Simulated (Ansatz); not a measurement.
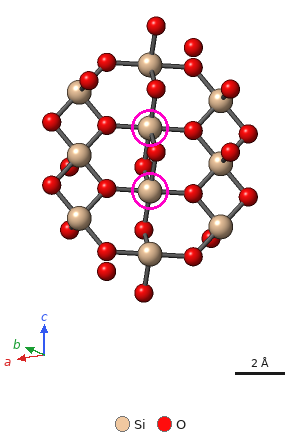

Perfect SiO$_{2}$. The picture is a ball-and-stick view of the atoms within 5.5 Å of one point, in a slice 3.4 Å thick across the line of sight, seen from a free direction.

Computed with DFT, PBEsol, PAW, plane waves (Ansatz). (plane-wave cutoff 420 eV; k-point mesh 1 × 1 × 1; mesh shifted by (0.25, 0.25, 0.25); no spin polarisation) Fermi-Dirac smearing of 0.01 eV. The axes drawn are those of the host's conventional cell.

Two silicon atoms are replaced by magnesium, the two sites 2.7 Å apart at the ringed places, in charge state 0. The supercell has 72 sites, and the atoms are relaxed at the host's cell.

### How do the neighbours respond?

One site: in the host the Si atom has 6 O at 1.77 to 1.81 Å; the Mg atom ends with 6 O at 1.90 to 1.94 Å. The other site: in the host the Si atom has 6 O at 1.77 to 1.81 Å; the Mg atom ends with 6 O at 1.90 to 1.94 Å. Of the host's atoms, an oxygen atom moves furthest from its site, by 0.22 Å.

The relaxed defect, seen from the same direction:

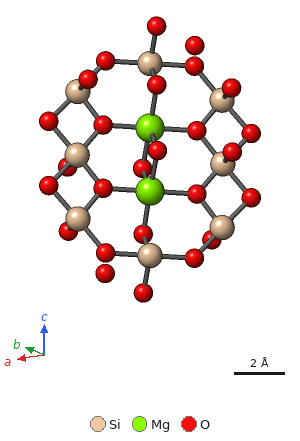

Limits of the set-up: the periodic images lie only 8.0 Å apart, so the values are limited by the cell's size.
